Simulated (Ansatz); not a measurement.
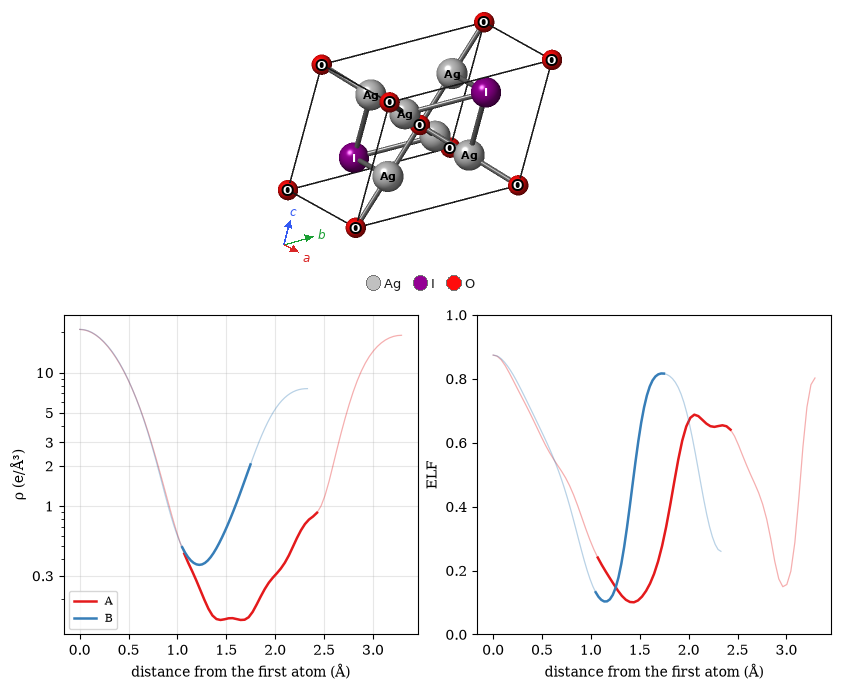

*Ag₃IO. Valence charge density (pseudo) and ELF along straight lines between neighbouring atoms. Thin, pale parts lie inside the atomic spheres. The structure is drawn too.*

Space group R-3m; a structure generated by program, which may or may not match a known phase.

Method: DFT PBE, scalar-relativistic, plane waves, PAW (Ansatz 0.2.0).

In a PAW calculation such maps are meaningful between the atoms, not at the nuclei.

Which curve belongs to which contact (Ag–I and Ag–O)? The first atom named is at distance zero.

Curve A: Ag–I (3.29 Å): ρ is about 0.14 e/Å³ halfway; the ELF is about 0.20 at the midpoint. Curve B: Ag–O (2.33 Å): ρ at the midpoint is about 0.38 e/Å³; the ELF peaks at about 0.80 in the valence shell of O, 0.6 Å from its nucleus, and drops to about 0.10 between the two atoms; no shared electron pair shows on this line.
